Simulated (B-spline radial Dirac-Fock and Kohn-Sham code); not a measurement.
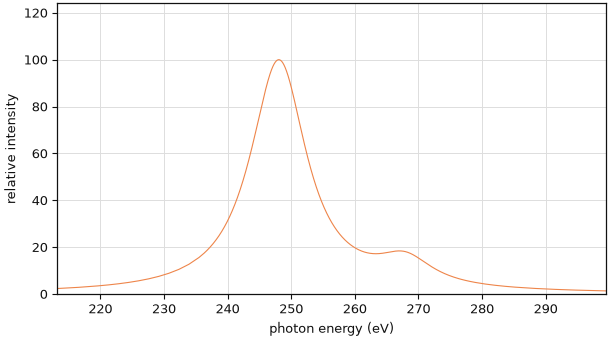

X-ray emission lines that fill an N5 (4d5/2) hole, broadened by a Lorentzian of 11 eV full width. Multiplet splitting by the open shell is left out. The figure is for the ion Pt⁴⁺, configuration [Xe] 4f14 5d6. The calculation used independent-particle rates on relativistic LDA orbitals of the hole state (multipoles to L = 3), energies from Dirac–Fock ΔSCF (a B-spline radial atomic code). Widths ruled by Coster–Kronig decay come out up to twice the measured ones in this model.

How far apart are N5-N7 and N5-O3, and what is their intensity ratio?

19.8 eV apart, with N5-O3 at 0.12 of the intensity of N5-N7.

Which line is the strongest, where is it and what share of the photons does it carry?

N5-N7 at 248.1 eV, 85.6 % of the radiative decays.

What are the natural width, lifetime and fluorescence yield of the N5 hole?

Width 7.01 eV, lifetime 0.0939 fs, fluorescence yield 2.15 × 10⁻⁴.
